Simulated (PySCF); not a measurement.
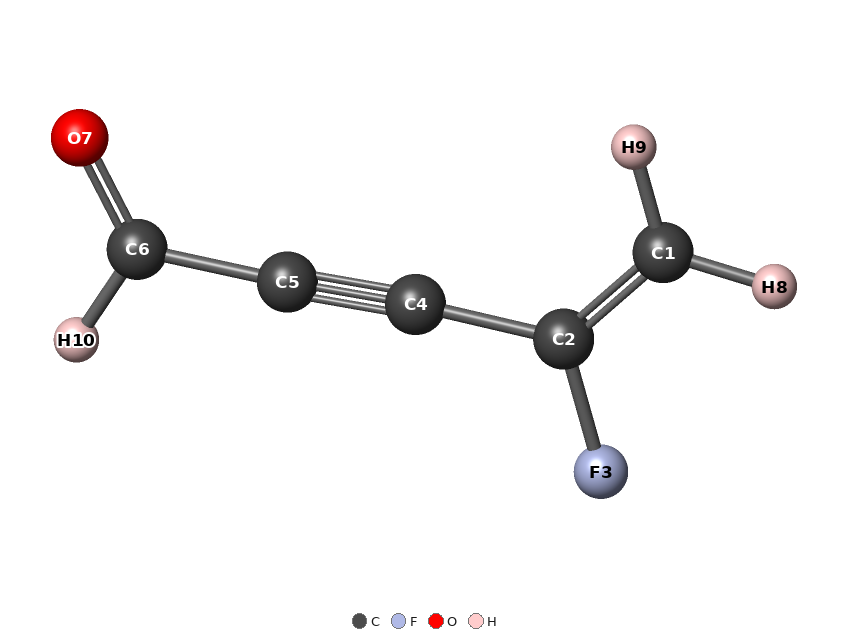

The computed structure is the end point of a GFN2-xTB optimisation. No frequency run is at hand to confirm it as a minimum. Method: B3LYP/pcJ-1 indirect spin-spin coupling, non-relativistic, gas phase (PySCF 2.14.0). Isotopes: 13C, 19F, 1H, 17O.

Give the spin–spin coupling constants of these pairs, with the number of bonds between them: C2/F3, C1/F3, F3/C4, F3/H8, F3/H9, F3/C5.

```json
{"pair": "C2, F3", "bonds apart": "1", "J (Hz)": "−320.4"}
{"pair": "C1, F3", "bonds apart": "2", "J (Hz)": "25.2"}
{"pair": "F3, C4", "bonds apart": "2", "J (Hz)": "37.1"}
{"pair": "F3, H8", "bonds apart": "3", "J (Hz)": "6.8"}
{"pair": "F3, H9", "bonds apart": "3", "J (Hz)": "34.2"}
{"pair": "F3, C5", "bonds apart": "3", "J (Hz)": "1.1"}
```

Density functionals are unreliable for couplings to fluorine, so those rows may be far off.
